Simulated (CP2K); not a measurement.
## How far to go with shifted k-point meshes: Ca (Fm-3m, 1 atom in the cell)

```xyz
1
Lattice="3.9575 0.0000 0.0000 1.9787 3.4273 0.0000 1.9787 1.1424 3.2313" Properties=species:S:1:pos:R:3 pbc="T T T"
Ca     0.0000     0.0000     0.0000
```

Method: PBEsol, GPW, TZVP-MOLOPT-SR-GTH basis, GTH-PBE potentials (GTH_POTENTIALS) in CP2K.

Base settings: CUTOFF = 500 Ry; REL_CUTOFF = 60 Ry; SMEAR/METHOD = GAUSSIAN; SIGMA = 0.1 eV; KPOINTS/SCHEME = MONKHORST-PACK 5 5 5; XC_FUNCTIONAL = PBE:PBESOL; Ca/BASIS_SET = TZVP-MOLOPT-SR-GTH-q10; Ca/POTENTIAL = GTH-PBE-q10; METHOD = GPW; EPS_DEFAULT = 1e-11.

Only quantities that move along the ladder and can be compared are tabulated.

The starting cell has typed, rounded lattice constants, without a prior relaxation at this level. Its lattice was rescaled by up to half a per cent. Values carry the incompleteness of an atom-centred basis. The potentials were made for another functional than the one used.

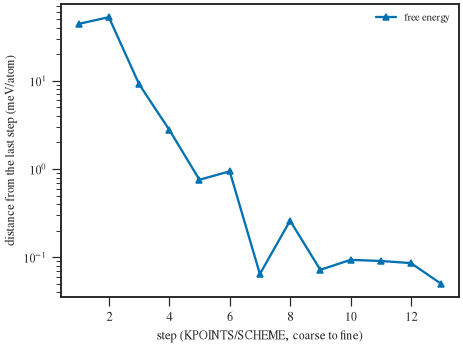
*Distance from the last step along the ladder; very small values are drawn at a floor.*

```tsv
KPOINTS/SCHEME	free energy less the last step's (meV/atom)	pressure (GPa)
MONKHORST-PACK 2 2 2	-44.22	-0.62
MACDONALD 3 3 3 0.1666666667 0.1666666667 0.1666666667	52.68	-1.09
MONKHORST-PACK 4 4 4	9.18	-1.24
MACDONALD 5 5 5 0.1 0.1 0.1	-2.79	-1.20
MONKHORST-PACK 6 6 6	0.76	-1.13
MACDONALD 7 7 7 0.07142857143 0.07142857143 0.07142857143	-0.94	-1.14
MONKHORST-PACK 8 8 8	0.06	-1.14
MACDONALD 9 9 9 0.05555555556 0.05555555556 0.05555555556	0.26	-1.13
MONKHORST-PACK 10 10 10	0.07	-1.14
MACDONALD 11 11 11 0.04545454545 0.04545454545 0.04545454545	0.09	-1.14
MONKHORST-PACK 12 12 12	-0.09	-1.14
MACDONALD 13 13 13 0.03846153846 0.03846153846 0.03846153846	-0.09	-1.14
MACDONALD 15 15 15 0.03333333333 0.03333333333 0.03333333333	-0.03	-1.13
MONKHORST-PACK 16 16 16	0.00	-1.13
```

Coarsest KPOINTS/SCHEME that holds the free energy within 2 meV/atom of the last step, with all finer ones: MONKHORST-PACK 6 6 6; the step before is off by 2.8 meV/atom.

Coarsest KPOINTS/SCHEME that holds the pressure within 0.2 GPa of the last step, with all finer ones: MACDONALD 3 3 3 0.1666666667 0.1666666667 0.1666666667; the step before is off by 0.51 GPa.
